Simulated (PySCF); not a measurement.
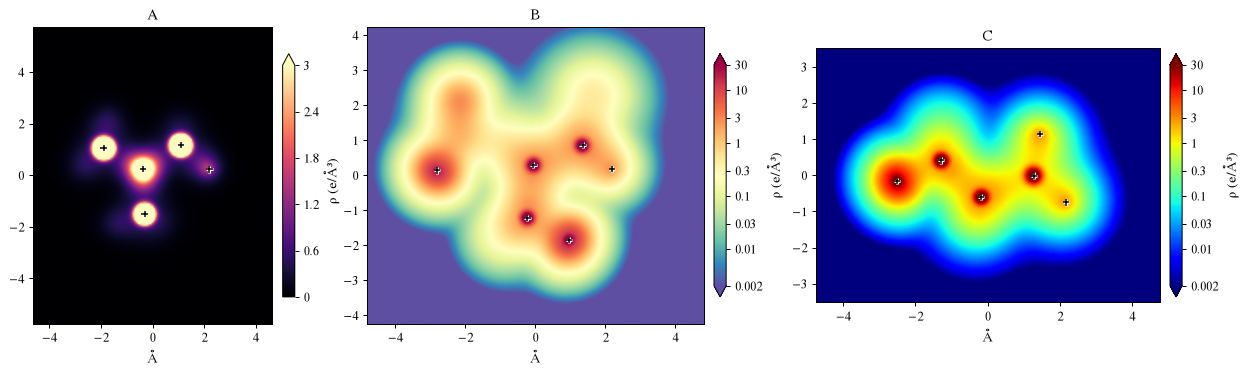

The electron density of 3 systems, each on a plane through atoms (crosses mark nuclei in the plane).

Method: PySCF, PBE0/pcSseg-1, SCF density, gas phase, non-relativistic.

System 1: C2H4BF3 (SMILES BCC(F)(F)F), the plane of atoms H7, B1 and H8. Geometry: GFN2-xTB.

```xyz
10

B    -1.4870    0.2221    0.0223
C     0.0406    0.5769    0.1763
C     0.9969   -0.5469   -0.1442
F     0.8600   -1.0039   -1.3992
F     2.2870   -0.1738   -0.0244
F     0.8417   -1.6055    0.6668
H    -2.2651    1.0633    0.2339
H    -1.8245   -0.8483   -0.2905
H     0.3071    1.4223   -0.4635
H     0.2520    0.8984    1.2000
```

System 2: FH10NSi4, the plane of atoms Si5, N4 and Si6. Geometry: GFN2-xTB.

```xyz
16

F     3.8503    0.2801   -0.2496
Si    2.5170    0.0090    0.6304
Si    0.7701   -0.1142   -0.8554
N    -0.7244   -0.0229    0.0555
Si   -1.3292    1.5156    0.6026
Si   -1.6990   -1.4470    0.2834
H     2.8834   -1.2071    1.3614
H     2.5530    1.1177    1.5863
H     0.7252   -1.3740   -1.6153
H     0.7297    0.9552   -1.8681
H    -2.4876    1.9148   -0.2004
H    -1.7101    1.3815    2.0092
H    -0.2387    2.4806    0.4585
H    -2.5198   -1.2419    1.4742
H    -0.7811   -2.5702    0.4744
H    -2.5464   -1.6682   -0.8911
```

System 3: C5H4ClF5O, the plane of atoms C5, C11 and H16. Geometry: GFN2-xTB.

```json
{"atom": "F", "x (Å)": "2.0225", "y (Å)": "-1.3408", "z (Å)": "0.7149"}
{"atom": "C", "x (Å)": "2.0202", "y (Å)": "-0.0100", "z (Å)": "0.4630"}
{"atom": "F", "x (Å)": "2.3466", "y (Å)": "0.0995", "z (Å)": "-0.8393"}
{"atom": "O", "x (Å)": "0.8367", "y (Å)": "0.5675", "z (Å)": "0.7561"}
{"atom": "C", "x (Å)": "-0.2898", "y (Å)": "0.2003", "z (Å)": "0.0001"}
{"atom": "C", "x (Å)": "-0.4046", "y (Å)": "0.9689", "z (Å)": "-1.3154"}
{"atom": "F", "x (Å)": "0.0112", "y (Å)": "0.2486", "z (Å)": "-2.3654"}
{"atom": "F", "x (Å)": "0.2985", "y (Å)": "2.0978", "z (Å)": "-1.2992"}
{"atom": "F", "x (Å)": "-1.6778", "y (Å)": "1.3012", "z (Å)": "-1.5863"}
{"atom": "C", "x (Å)": "-0.8465", "y (Å)": "-1.2001", "z (Å)": "0.0386"}
{"atom": "C", "x (Å)": "-1.5569", "y (Å)": "-0.1032", "z (Å)": "0.7658"}
{"atom": "Cl", "x (Å)": "-1.4780", "y (Å)": "-0.0540", "z (Å)": "2.5088"}
{"atom": "H", "x (Å)": "2.7983", "y (Å)": "0.4669", "z (Å)": "1.0772"}
{"atom": "H", "x (Å)": "-0.3112", "y (Å)": "-1.9316", "z (Å)": "0.6251"}
{"atom": "H", "x (Å)": "-1.2822", "y (Å)": "-1.5874", "z (Å)": "-0.8710"}
{"atom": "H", "x (Å)": "-2.4946", "y (Å)": "0.2852", "z (Å)": "0.3927"}
```

Which map belongs to which system?

Panel A is system 2, FH10NSi4: the plane holds Si, N and H. Si–N (1.74 Å): ρ is about 1 e/Å³ halfway. Panel B is system 3, C5H4ClF5O: the plane holds F, C and H. C–F (1.34 Å): ρ is about 2.3 e/Å³ halfway. Panel C is system 1, C2H4BF3: the plane holds B, C, F and H. C–F (1.35 Å): ρ at the midpoint is about 2.3 e/Å³, with its minimum of 1.9 e/Å³ about 0.5 Å from C.
